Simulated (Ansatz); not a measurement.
The starting structures come from a database of crystals and need not be the phases stable at ambient conditions.

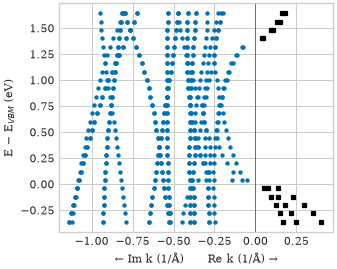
Figure. Complex bands at the centre of the two-dimensional zone; r2SCAN run with Ansatz (a program for electronic structure)

The gap is the functional's own. No spin-orbit coupling. Mid-gap values are interpolated on the energy grid.

**Question.** This is Hf3N4 (I-43d, not sure to be the ambient phase, 14 atoms a cell, 10.8 Å³ an atom, -2 GPa at this level) along the normal of (110). Read off the slowest decay at the centre of the two-dimensional zone at 0.68 eV, the computed energy nearest the middle of the gap.

**Answer.** κ ≈ 0.20 1/Å, a decay length 1/(2κ) of the density of 2.5 Å.
